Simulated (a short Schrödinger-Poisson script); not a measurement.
Structure: MOS inversion layer, SiO2 on p-type Si(110), at 300 K.

| layer | material | thickness (nm) | Na (cm⁻³) |
|---|---|---|---|
| 1 | SiO2 | 2.9 | - |
| 2 | Si | 350 | 1.5e18 |

Constants are typed, rounded textbook-type inputs, not results; the design itself was drawn at random and stands for no fabricated device. SiO2: permittivity 3.9, conduction-band edge (eV) 3.15, gap (eV) 9, electron mass (mₑ) 0.5. Si: permittivity 11.7, conduction-band edge (eV) 0, gap (eV) 1.124, Nv at 300 K (cm⁻³) 3.1e19.

Channel valleys (confinement mass, in-plane density-of-states mass, number): Δ4 0.315, 0.324, 4; Δ2 0.19, 0.417, 2. At the gate the conduction-band edge of layer 1 lies 3.65 eV − eVg above the Fermi level of the channel; the field vanishes at the back. Gaps are held at their typed values at every temperature. Mesh 0.03 nm at interfaces.

From a short Schrödinger-Poisson script (our own, NumPy): 1D Poisson equation in equilibrium, electrons quantum, Hartree (BenDaniel-Duke, 12 states a valley, the channel's in-plane mass for all, wave functions ending at the dielectric), parabolic valleys, classical holes, full ionisation, no traps, pinning or gate leakage.

Only gate voltages with over 1e8 electrons/cm² are shown.

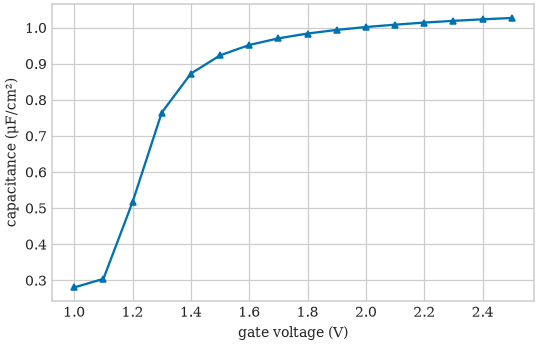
Fig. 1. Quasi-static capacitance against gate voltage

```csv
Vg (V),electrons (cm⁻²),C (μF/cm²),Δ4 E0 (meV),Δ4 E1 (meV),Δ2 E0 (meV),Δ2 E1 (meV)
1,7.17e8,0.280,259.9,390.4,292.5,444.4
1.1,1.10e10,0.304,189.2,323.8,222.8,379.6
1.2,1.15e11,0.517,128.2,266.5,162.8,323.7
1.3,4.49e11,0.765,92.6,233.9,128.2,292.2
1.4,9.30e11,0.873,73.3,217.3,109.9,276.3
1.5,1.47e12,0.923,60.8,207.4,98.5,266.9
1.6,2.05e12,0.952,51.7,200.8,90.5,260.8
1.7,2.64e12,0.970,44.6,196.0,84.4,256.3
1.8,3.25e12,0.984,38.7,192.3,79.5,253.1
1.9,3.86e12,0.994,33.6,189.5,75.5,250.5
2,4.48e12,1.00,29.1,187.1,72.0,248.5
2.1,5.11e12,1.01,25.1,185.3,69.0,246.9
2.2,5.74e12,1.01,21.5,183.7,66.3,245.7
2.3,6.37e12,1.02,18.2,182.4,64.0,244.6
2.4,7.01e12,1.02,15.1,181.3,61.8,243.7
2.5,7.65e12,1.03,12.2,180.3,59.9,243.0
```

Subbands count from the Fermi level.
